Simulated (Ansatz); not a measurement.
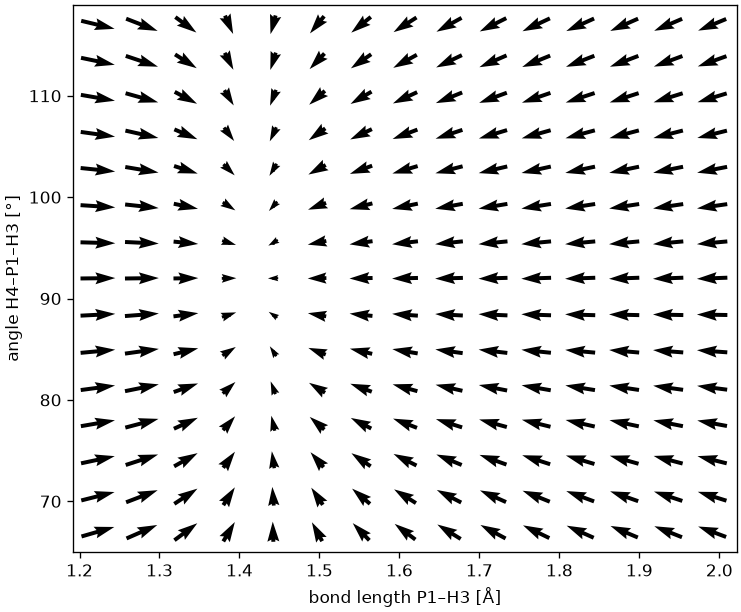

P2H4. The first coordinate is: bond length P1–H3; the second: angle H4–P1–H3. Nothing is relaxed (all other coordinates rigid). The grid has 15 × 15 points. The calculation used RKS PBE0-D4/def2-TZVP (Ansatz 0.2.0).

Drawn: dots at the grid points, arrows along the force (downhill), their lengths compressed.

The arrows alone are given. Where is the energy lowest?

The arrows converge at about bond length P1–H3 = 1.422 Å, angle H4–P1–H3 = 92° (read from the interpolated surface).

The energy map of the same scan:

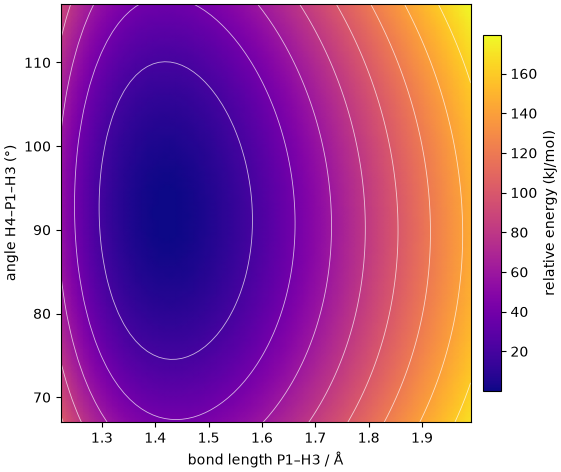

Energies are in kJ/mol, from the relaxed molecule at the same level; between grid points the surface is interpolated.
